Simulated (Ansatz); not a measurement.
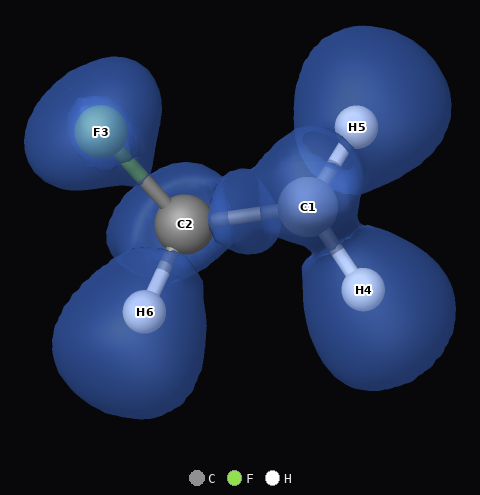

Figure. C2H3F (SMILES [CH2-][CH]F) (charge −1, doublet). Isosurface of the electron localisation function at 0.75 (blue), seen across its widest extent. Only the valence region is drawn (cores and ρ < 0.01 e/Å³ removed).

Geometry: PBE0-D3(BJ)/def2-SVPD; the highest occupied orbital lies above zero, a sign that basis and functional describe the outermost electron poorly.

Computed with isolated molecule in a Gaussian basis; Kohn-Sham density functional theory, functional PBE0 (Ansatz 0.2.0).

```yaml
atoms:
  - { symbol: C, position_ang: [-0.5661, 1.3471, 0.3808] }
  - { symbol: C, position_ang: [0.7211, 0.7619, 0.4023] }
  - { symbol: F, position_ang: [1.6418, 1.2740, 1.4090] }
  - { symbol: H, position_ang: [-1.0950, 1.2844, -0.5807] }
  - { symbol: H, position_ang: [-1.2262, 1.2528, 1.2574] }
  - { symbol: H, position_ang: [1.2796, 0.7629, -0.5476] }
```

> What do the ELF domains correspond to?

At this value the surface marks out one region on F in which the atom's valence shell and bonds are merged and one joined region spread over several atoms (C, H), in which their bonds and any lone pairs are merged.

Values along the shortest contacts:
C–C (1.41 Å): the ELF peaks at about 0.95 between the atoms (a covalent bond). C–F (1.46 Å): the ELF peaks at about 0.80 between the atoms; a shared but strongly polarised pair.
